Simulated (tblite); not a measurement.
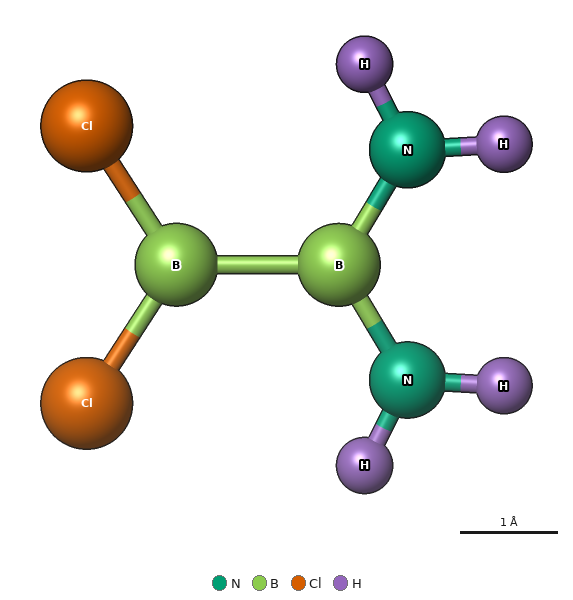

*The structure (ball-and-stick view, seen on its broad side).*

## Relaxed scan, with input and output: B2N2H4Cl2

System: B2N2H4Cl2.
Method: GFN2-xTB relaxed scan under a harmonic restraint, gas phase (tblite 0.8.0).

The input
```
{"job": {"xc": "GFN2-xTB", "basis": "xTB", "coordinate": [["t", [0, 1, 2, 8], 0.25], ["t", [0, 1, 2, 9], 0.25], ["t", [3, 1, 2, 8], 0.25], ["t", [3, 1, 2, 9], 0.25]], "kind": "drive"}, "charge": 0, "multiplicity": 1}
N     -0.676852    -1.203045     0.553879
B     -0.150684    -0.023517     0.001160
N     -1.038373     0.932046    -0.520964
B      1.519077     0.240863    -0.035298
Cl     2.223756     1.672892    -0.703467
Cl     2.659396    -0.898899     0.592646
H     -1.659131    -1.411724     0.601416
H     -0.100115    -1.926086     0.943529
H     -2.038169     0.826929    -0.525614
H     -0.730022     1.795195    -0.929814
```

The first line tells a small driver script what to run in tblite; the rest is the geometry in Å.

Launched with:
```bash
OMP_NUM_THREADS=1 python <driver script> task.json out
```

Log
```
point  coordinate     E/eV
  0     14.300     -531.90567
  1     28.700     -531.79611
  2     43.300     -531.62845
  3     58.400     -531.43558
  4     73.900     -531.26904
  5     90.000     -531.19767
  6    106.000     -531.26429
  7    121.600     -531.42813
  8    136.700     -531.62098
  9    151.300     -531.78767
 10    165.700     -531.90091
 11    180.000     -531.94141
```

Key numbers

- outcome: converged
- hardware: 1 CPU thread, shared host
- wall time: 2 s
- peak memory: 0.18 GiB
